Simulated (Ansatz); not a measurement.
## How many bands does the GW gap of PtS2/PtS2 (1T bilayer) need?

How do accuracy and time trade against each other in G0W0 on PtS2/PtS2 (1T bilayer)?

Calculated with Ansatz 0.2.0; G0W0 on PBE, plane waves, PAW; PAW set soft_1.

## 1. Starting point

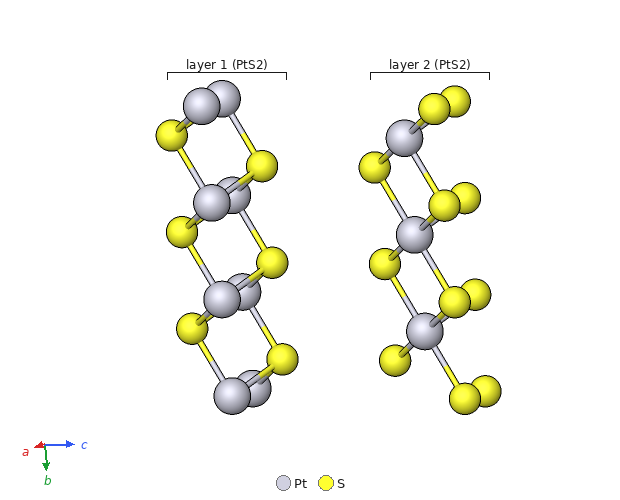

The cell as given, from the side, with the c axis across the page (platinum light grey, sulfur yellow). 1×3×1 cells are drawn. Bonds to atoms that aren't drawn are left out. Some periodic images of atoms are drawn too.

The cell holds 6 atoms: 2 Pt and 4 S. Cell: a = 3.542 Å, b = 3.542 Å, c = 40.100 Å, α = 90.0°, β = 90.0°, γ = 120.0°. Regions: layer 1 (PtS2), 3 atoms (1 Pt and 2 S); layer 2 (PtS2), 3 atoms (1 Pt and 2 S). Vacuum lies along c.

The structure was relaxed with PBE-D3(BJ). The runs that relaxed it are not among those shown. Spin-orbit coupling is left out unless a step names it. The Coulomb interaction is cut off across the vacuum.

## 2. 259 empty bands, screening to 41 eV

G0W0 replaces the xc potential by the self-energy, built once from these orbitals. Only a window of levels is corrected, while the sums run over the empty bands that the input names. This step takes PAW set soft_1 files.

input.yaml

```yaml
crystal:
  lattice:
    - [3.5417747364, 0.0, 0.0]
    - [-1.7708873682, 3.0672668962, 0.0]
    - [0.0, 0.0, 40.1]
  atoms:
    - { symbol: Pt, position: [0.0, 0.0, 0.4256054526] }
    - { symbol: S, position: [0.3333333333, 0.6666666667, 0.4564877211] }
    - { symbol: S, position: [0.6666666667, 0.3333333333, 0.3946375626] }
    - { symbol: Pt, position: [0.6666666667, 0.3333333333, 0.5743945474] }
    - { symbol: S, position: [0.0, 0.0, 0.6053624374] }
    - { symbol: S, position: [0.3333333333, 0.6666666667, 0.5435122789] }
  periodic: [true, true, false]
kpoints:
  mp_grid: { grid: [6, 6, 1] }
hamiltonian:
  xc: pbe
  pseudopotentials: { kind: paw, azcp: { folder: soft_1 } }
scf:
  occupations: { method: fixed }
gw:
  n_empty_bands: 259
  ecut_chi: 41
  qp_bands: [v2, c2]
  qp_kpoints: band_edges
  screening: { model: contour_deformation }
```

Launch:

```bash
ansatz run input.yaml --threads 4 --pin off --max-ram 17510MiB --backend cpu --events-out ev --progress --plain --runs-dir out
```

Numbers of over 12 decimals in the logs are rounded to 6 here.

The program printed:

```text
Engine: ansatz 0.2.0, aarch64-unknown-linux-gnu
Pseudopotentials: kind: paw
Pseudopotential: Pt, paw, valence charge 18, recommended cutoff 420 eV (normal), soft_1/Pt.paw.azcp
Pseudopotential: S, paw, valence charge 6, recommended cutoff 420 eV (normal), soft_1/S.paw.azcp
Functional definition: PBE
  parameter kappa = 0.804
  parameter beta = 0.066725
  exchange = pbe_x(kappa = kappa, mu = beta*pi^2/3)
  correlation = pbe_c(beta = beta)
Crystal: 6 atoms, lattice volume = 435.629 Å³
Basis set: ecut = 420 eV, 8445 PW (Γ)
Bands: 36, of which v1, the nominal top of the filled ones, is band 30 counted from 1 (29 counted from 0)
Symmetry: 12 space group operations
Space group: P-3m1 (ITA 164), of the structure as read, at distance tolerance 7.6e-5 Å
k-points: 7 of 36
Non-local potential: Pt, projectors of the file, l = 0: 3, l = 1: 2, l = 2: 2, l = 3: 1
Non-local potential: S, projectors of the file, l = 0: 2, l = 1: 2, l = 2: 1
PAW form: soft (Blöchl's): semilocal exchange-correlation on the pseudo side does not see the compensation charge
PAW one-centre angular grid: Pt, 590 points (default); XC on 64 Gauss nodes
PAW one-centre angular grid: S, 110 points (default); XC on 64 Gauss nodes
Initial density: superposition of atomic densities (neutral atoms: chi_scale 0, normalization atom)
Initial wavefunctions: pseudopotential atomic-orbital guess
Functional: x = pbe(κ = 0.804, μ = 0.219515), c = pbe(β = 0.066725)
SCF iter   1: F=—  HF=-28662.486078 eV  |F-HF|=—  |Δ(HF+E_count)|=         —  Δρ=5.13e-2  dr2=1.40e1  ethr=3.10e-3  ⟨swp⟩=7.4  Hψ=1416  notcnv=0  defer=21
preconditioner: auto → Resta (q_TF=auto, 1.961 Å⁻¹)  ε∞=2.9  [insulator: Δε(μ)=1.730 eV  Ē_g=8.533 eV  n_scr=24 (ndim 8)  ℏωp=11.8 eV  f_vac=0.699  ε∞_Penn≈2.9  vacuum switching on, ρ_ref=5.3e-3 e/Å³]
SCF iter   2: F=—  HF=-28660.813784 eV  |F-HF|=—  |Δ(HF+E_count)|=    1.67e0  Δρ=2.64e-2  dr2=5.14e0  ethr=3.10e-3  ⟨swp⟩=5.0  Hψ=858  notcnv=0  defer=18
SCF iter   3: F=—  HF=-28659.840440 eV  |F-HF|=—  |Δ(HF+E_count)|=   9.73e-1  Δρ=1.08e-2  dr2=1.80e-1  ethr=3.10e-3  ⟨swp⟩=4.3  Hψ=636  notcnv=0  defer=22
SCF iter   4: F=—  HF=-28659.838013 eV  |F-HF|=—  |Δ(HF+E_count)|=   2.43e-3  Δρ=1.80e-3  dr2=3.03e-2  ethr=3.00e-4  ⟨swp⟩=3.6  Hψ=597  notcnv=0  defer=27
SCF iter   5: F=—  HF=-28659.836123 eV  |F-HF|=—  |Δ(HF+E_count)|=   1.89e-3  Δρ=1.01e-3  dr2=2.80e-2  ethr=5.05e-5  ⟨swp⟩=4.1  Hψ=473  notcnv=0  defer=27
SCF iter   6: F=—  HF=-28659.833840 eV  |F-HF|=—  |Δ(HF+E_count)|=   2.28e-3  Δρ=2.45e-4  dr2=5.10e-4  ethr=4.67e-5  ⟨swp⟩=3.0  Hψ=357  notcnv=0  defer=28
SCF iter   7: F=—  HF=-28659.833964 eV  |F-HF|=—  |Δ(HF+E_count)|=   1.24e-4  Δρ=9.11e-5  dr2=3.54e-5  ethr=8.50e-7  ⟨swp⟩=3.7  Hψ=630  notcnv=0  defer=27
SCF iter   8: F=—  HF=-28659.833966 eV  |F-HF|=—  |Δ(HF+E_count)|=   1.96e-6  Δρ=3.03e-5  dr2=4.43e-6  ethr=5.91e-8  ⟨swp⟩=3.7  Hψ=585  notcnv=0  defer=27
SCF iter   9: F=—  HF=-28659.833967 eV  |F-HF|=—  |Δ(HF+E_count)|=   1.57e-6  Δρ=8.93e-6  dr2=5.93e-7  ethr=7.39e-9  ⟨swp⟩=2.4  Hψ=476  notcnv=0  defer=27
SCF iter  10: F=-28659.833967 eV  HF=-28659.833967 eV  |F-HF|=1.23e-8  |Δ(HF+E_count)|=   1.95e-8  Δρ=1.70e-6  dr2=2.32e-8  ethr=1.67e-10  ⟨swp⟩=22.7  Hψ=1722  notcnv=0
SCF 1 converged in 10 iterations: F = -28659.833967 eV  dr2 = 2.32e-8
  greatest PAW one-centre occupation: 1.000 electrons in one spin orbital (limit 2), on the Pt atom at site 3 (counted from 0), in its partial waves of l = 0
NSCF: frozen V_eff on 7 k-points
G₀W₀ screening: q 1/7
[... further progress lines ...]
SCF converged after 10 iterations
Free energy (F): -28659.833967 eV
Harris-Foulkes:  -28659.833967 eV  (|F-HF|=1.23e-8)
Internal energy: -28659.833967 eV  (E = F + TS)
E sigma→0 (E₀):  -28659.833967 eV
Fermi energy:    -6.038171 eV
--- Per-component energies (eV) ---
  E_band       = -1616.250531
  E_kinetic    = 1611.241690
  E_local      = -199875.301527  (includes V_loc(G=0)·N_el)
  E_nonlocal   = 543.751017
  E_hartree    = 98824.261196
  E_xc         = -818.826481
  E_vxc        = -871.676615  (∫ρ·V_xc dr)
  E_paw        = -21400.811272  (= ΣΔE_a)
  E_vpaw       = -672.831451  (= ΣTr[D̂ρ^β])
  E_aug_tail   = 0.002223  (compensation charges beyond the density's cutoff)
  E_ewald      = 92455.849188
  E_smearing   = -0.000000  (= −TS)
  E_closure    = -0.000000  (closes the sum)
  Σ components = -28659.833967   (vs F -28659.833967, Δ=0.00e0)
--- Band table (eV; the first three rows and the last of 7) ---
  k-point 0: bands = [... 26 lower, -6.6282, -6.5802, -6.5802, -6.5314, -3.1538, -3.1538, -3.0693, -3.0693, ... 2 higher]
  k-point 1: bands = [... 26 lower, -6.5128, -6.4969, -6.4385, -6.0382, -4.3624, -4.1915, -3.4925, -3.4074, ... 2 higher]
  k-point 2: bands = [... 26 lower, -7.1936, -7.1579, -6.9472, -6.6043, -4.3132, -3.9473, -3.5400, -3.4415, ... 2 higher]
  k-point 6: bands = [... 26 lower, -7.2479, -7.0543, -7.0543, -6.8500, -4.2912, -4.1901, -4.1901, -4.0465, ... 2 higher]
--- G₀W₀: contour deformation, 7 samples at zero and on the imaginary axis and 1 off it, 36 q-points, 259 empty bands' worth ---
  eigenvalues of the whole cell's RPA ε∞ on this k-mesh (on a slab, of 1 + 4πα/V) = 1.2242, 4.6723, 4.6723; static W/v taken at q = 0 is 0.387271
  bands read: the sum over 289 bands ends inside a degenerate multiplet in 1 slot, whose members it reads at an even weight; the widest, k=6: bands 289 to 290 (counted from 1) at 1/2 each
  gw.qp_kpoints: band_edges: 6 of 7 stored k-points solved, in 1 pass; an edge of the gap read off the rows below is read off those points alone
    valence top: of the k-points left out ik 3 came nearest to being solved in a further pass, in band 30 (counted from 1, as in the quasiparticle table): it holds the edge there only if its correction is more favourable than any solved in that band by at least 1.543 eV; those differ by 0.075 eV
    conduction bottom: of the k-points left out ik 3 came nearest to being solved in a further pass, in band 31 (counted from 1, as in the quasiparticle table): it holds the edge there only if its correction is more favourable than any solved in that band by at least 0.788 eV; those differ by 0.107 eV
    ik  band        ε_KS         Σx   Σc(E_QP)       V_xc       Z   E_QP_lin       E_QP  E_QP is
     0    29     -6.5802   -18.3077     1.9911   -16.3929  0.7244    -6.5041    -6.5039  root
     0    30     -6.5314   -19.0185     2.3458   -16.6802  0.7160    -6.5240    -6.5239  root
     0    31     -3.1538   -16.8120    -3.0011   -20.7271  0.7038    -2.1935    -2.2397  root
     0    32     -3.1538   -16.8120    -3.0011   -20.7271  0.7038    -2.1935    -2.2397  root
     1    29     -6.4385   -22.3566     2.9254   -19.3962  0.7210    -6.4735    -6.4735  root
     1    30     -6.0382   -21.3593     2.5204   -18.8972  0.7259    -5.9799    -5.9798  root
     1    31     -4.3624   -16.1880    -2.5485   -19.5434  0.7382    -3.5340    -3.5554  root
     1    32     -4.1915   -16.3680    -2.6581   -19.8702  0.7343    -3.3213    -3.3475  root
     2    29     -6.9472   -22.4562     3.1851   -19.2063  0.7088    -7.0121    -7.0119  root
     2    30     -6.6043   -22.0294     2.9065   -19.1158  0.7171    -6.6115    -6.6115  root
     2    31     -4.3132   -16.8327    -2.6748   -20.3384  0.7354    -3.4587    -3.4822  root
     2    32     -3.9473   -16.9164    -2.7816   -20.5743  0.7253    -3.0382    -3.0710  root
     4    29     -6.4673   -21.3281     2.7284   -18.5794  0.7212    -6.4876    -6.4876  root
     4    30     -6.1545   -20.7828     2.4464   -18.3880  0.7254    -6.1030    -6.1029  root
     4    31     -4.3515   -15.7126    -2.7501   -19.2817  0.7358    -3.5097    -3.5325  root
     4    32     -4.2731   -15.5956    -2.7789   -19.2094  0.7334    -3.4133    -3.4383  root
     5    29     -6.8748   -23.5242     3.2888   -20.1921  0.7150    -6.9181    -6.9181  root
     5    30     -6.6931   -23.3684     3.1266   -20.2340  0.7190    -6.7009    -6.7009  root
     5    31     -4.2539   -16.0191    -2.7376   -19.5814  0.7321    -3.4049    -3.4292  root
     5    32     -4.1480   -16.0680    -2.8151   -19.7304  0.7288    -3.2731    -3.3007  root
     6    29     -7.0543   -25.6484     3.8140   -21.7729  0.7098    -7.1159    -7.1157  root
     6    30     -6.8500   -25.4455     3.6204   -21.8086  0.7160    -6.8665    -6.8664  root
     6    31     -4.2912   -16.5382    -2.9003   -20.3097  0.7303    -3.3921    -3.4200  root
     6    32     -4.1901   -16.1786    -2.9498   -19.9912  0.7291    -3.2990    -3.3274  root
```

It took 71 s on 4 threads of Arm Neoverse V2, shared host; peak memory 1.9 GiB; 4.5 min of CPU time.

Reading the cycles: dr2 is the Hartree energy of the density residual (eV), the measure of convergence; HF is the Harris–Foulkes estimate of the energy, which meets the free energy F at convergence.

Numbers from this step:

| Item | Value |
| --- | --- |
| bands summed | 289 |
| plane waves in the screening matrix | 239 |
| q-points in the mesh | 36 |
| G0W0 gap on the mesh | 2.424 eV |
| k of the valence top | 0, 0.1667, 0 |
| k of the conduction bottom | 0, 0.1667, 0 |
| starting gap on the mesh | 1.676 eV |
| Z at the valence top | 0.7259 |
| Z at the conduction bottom | 0.7382 |
| least direct G0W0 gap on the computed points | 2.424 eV |

The gap on the mesh goes from 1.68 eV to 2.42 eV, a correction of +0.75 eV. Between the two edge states, bare exchange in place of the xc potential would open the gap by 5.82 eV, and correlation takes back 5.07 eV.

## 3. 642 empty bands, screening to 75 eV

Bands and screening cutoff are moved together, since each hides the error of the other.

input.yaml, as its differences from that of step 2:

```diff
@@ -20,5 +20,6 @@
   occupations: { method: fixed }
+  convergence: { dr2_threshold: 1.0e-10 }
 gw:
-  n_empty_bands: 259
-  ecut_chi: 41
+  n_empty_bands: 642
+  ecut_chi: 75.0
   qp_bands: [v2, c2]
```

The program printed:

```text
[...]
Crystal: 6 atoms, lattice volume = 435.629 Å³
Basis set: ecut = 420 eV, 8445 PW (Γ)
Bands: 36, of which v1, the nominal top of the filled ones, is band 30 counted from 1 (29 counted from 0)
[... 1 set-up line as in the run before ...]
[...]
k-points: 7 of 36
[...]
SCF iter   1: F=—  HF=-28662.486078 eV  |F-HF|=—  |Δ(HF+E_count)|=         —  Δρ=5.13e-2  dr2=1.40e1  ethr=3.10e-3  ⟨swp⟩=7.4  Hψ=1416  notcnv=0  defer=21
[...]
SCF iter  12: F=-28659.833967 eV  HF=-28659.833967 eV  |F-HF|=6.55e-11  |Δ(HF+E_count)|=  3.09e-10  Δρ=8.61e-8  dr2=4.95e-11  ethr=1.00e-12  ⟨swp⟩=24.1  Hψ=1854  notcnv=0
SCF 1 converged in 12 iterations: F = -28659.833967 eV  dr2 = 4.95e-11
[...]
NSCF: frozen V_eff on 7 k-points
G₀W₀ screening: q 1/7
[... further progress lines ...]
SCF converged after 12 iterations
Free energy (F): -28659.833967 eV
[...]
Internal energy: -28659.833967 eV  (E = F + TS)
E sigma→0 (E₀):  -28659.833967 eV
Fermi energy:    -6.038290 eV
[...]
--- Band table (eV; the first three rows and the last of 7) ---
  k-point 0: bands = [... 26 lower, -6.6283, -6.5803, -6.5803, -6.5316, -3.1539, -3.1539, -3.0694, -3.0694, ... 2 higher]
  k-point 1: bands = [... 26 lower, -6.5129, -6.4970, -6.4386, -6.0383, -4.3626, -4.1917, -3.4926, -3.4075, ... 2 higher]
  k-point 2: bands = [... 26 lower, -7.1937, -7.1580, -6.9473, -6.6044, -4.3133, -3.9474, -3.5401, -3.4416, ... 2 higher]
  k-point 6: bands = [... 26 lower, -7.2480, -7.0544, -7.0544, -6.8501, -4.2913, -4.1903, -4.1903, -4.0466, ... 2 higher]
[...]
0    29     -6.5803   -18.3077     1.6712   -16.3929  0.7184    -6.8257    -6.8239  root
     0    30     -6.5316   -19.0183     2.0659   -16.6800  0.7092    -6.8065    -6.8040  root
     0    31     -3.1539   -16.8120    -3.2689   -20.7271  0.6985    -2.4852    -2.5076  root
     0    32     -3.1539   -16.8120    -3.2689   -20.7271  0.6985    -2.4852    -2.5076  root
     1    29     -6.4386   -22.3564     2.6560   -19.3961  0.7153    -6.7460    -6.7430  root
     1    30     -6.0383   -21.3592     2.2192   -18.8971  0.7192    -6.2828    -6.2812  root
     1    31     -4.3626   -16.1880    -2.7938   -19.5434  0.7329    -3.7918    -3.8010  root
     1    32     -4.1917   -16.3680    -2.9091   -19.8702  0.7289    -3.5873    -3.5986  root
[...]
6    29     -7.0544   -25.6484     3.5609   -21.7728  0.7048    -7.3728    -7.3689  root
     6    30     -6.8501   -25.4455     3.3551   -21.8086  0.7105    -7.1346    -7.1318  root
     6    31     -4.2913   -16.5382    -3.1524   -20.3097  0.7248    -3.6598    -3.6722  root
     6    32     -4.1903   -16.1786    -3.2055   -19.9911  0.7236    -3.5709    -3.5832  root
```

The job ended after 7.2 min (4 threads; peak memory 4.9 GiB).

Numbers from this step:

```
bands summed                                 : 672
plane waves in the screening matrix          : 699
q-points in the mesh                         : 36
G0W0 gap on the mesh                         : 2.480 eV
k of the valence top                         : 0, 0.1667, 0
k of the conduction bottom                   : 0, 0.1667, 0
starting gap on the mesh                     : 1.676 eV
Z at the valence top                         : 0.7192
Z at the conduction bottom                   : 0.7329
least direct G0W0 gap on the computed points : 2.480 eV
```

Against the run with 6×6×1 mesh, 259 empty bands, screening to 41 eV, PAW set soft_1 files, the gap moves by +0.06 eV.

## 4. The runs together

Times are wall times on 4 threads of Arm Neoverse V2, shared host, good to a factor of about two.

| mesh | files | frequency | bands summed | cutoff (eV) | start (eV) | G0W0 (eV) | time | host memory (GiB) |
| --- | --- | --- | --- | --- | --- | --- | --- | --- |
| 6×6×1 | PAW set soft_1 | contour deformation | 289 | 41 | 1.676 | 2.424 | 71 s | 1.9 |
| 6×6×1 | PAW set soft_1 | contour deformation | 672 | 75 | 1.676 | 2.480 | 7.2 min | 4.9 |

How the two edges are built up, in eV (the quasiparticle level is the starting level plus Σx plus Σc less Vxc):

| run | edge | start | Σx | Σc | Vxc | Z | QP |
| --- | --- | --- | --- | --- | --- | --- | --- |
| 289 bands | valence top | -6.04 | -21.36 | 2.52 | -18.90 | 0.73 | -5.98 |
| 289 bands | conduction bottom | -4.36 | -16.19 | -2.55 | -19.54 | 0.74 | -3.56 |
| 672 bands | valence top | -6.04 | -21.36 | 2.22 | -18.90 | 0.72 | -6.28 |
| 672 bands | conduction bottom | -4.36 | -16.19 | -2.79 | -19.54 | 0.73 | -3.80 |

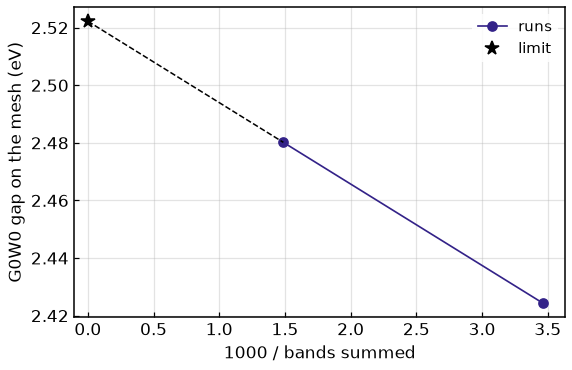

The gap against one over the number of bands; the dashed line carries the two highest rungs to the limit.

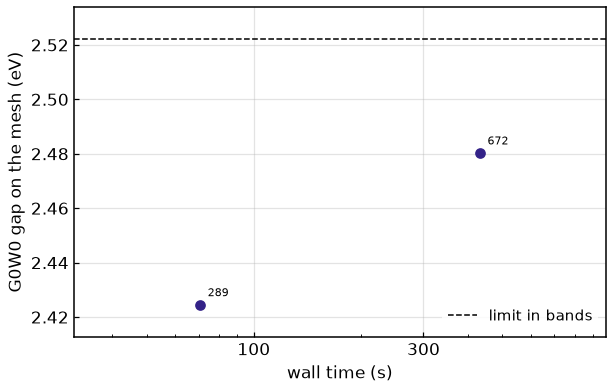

Result against wall time.

## 5. Outcome

```yaml
289_bands_41_ev: 2.424 eV
672_bands_75_ev: 2.480 eV
estimated_limit_in_bands_and_cutoff: 2.52 eV
mesh_and_start: 6×6×1, PBE
```

What this shows: A line in one over the bands through the two rungs gives 2.52 eV, +0.04 eV from the top rung; with two points alone it is an unchecked estimate. The rungs stand 0.10 eV (289 bands) and 0.04 eV (672 bands) from it. From 289 to 672 bands the gap moves by +0.06 eV while the time grows 6.1-fold. Σc changes by −0.30 eV at the valence top and −0.25 eV at the conduction bottom, so the levels themselves move more than the gap between them. The 6×6×1 mesh misses a band edge: over a band path and its finer mesh (run apart) the PBE gap is 1.34 eV, so the G0W0 gap over the zone may lie about 0.34 eV below its value on the mesh. The mesh in the plane is coarse for a sheet; gap and any exciton binding can still move on denser ones. The runs have no spin polarisation. For a closed low-spin shell that is the natural state; where a d or f shell is open it is a constraint, and the gap is then not the crystal's own. With d states at the gap, one-shot GW leans hard on its start. The many-body steps are scalar-relativistic: spin-orbit coupling is not in them.

[Paths, hosts, dates, memory and timing lines, banners, echoed tables and standing remarks are left out of the program output.]

[Logs are printed without paths, hosts, clocks, repeated set-up lines and the standing remarks that a program may print on its own settings, such as how far it seeks lower states.]

[Runs of the session that timed out or met a known fault of the program may be left out.]

[Cells called generated may have been cut or substituted from an entry of the Crystallography Open Database or the Materials Project.]

[Hosts, paths, dates, database ids (printed as entryN), source tags and the programs' standing remarks are cut or masked in the printed files.]
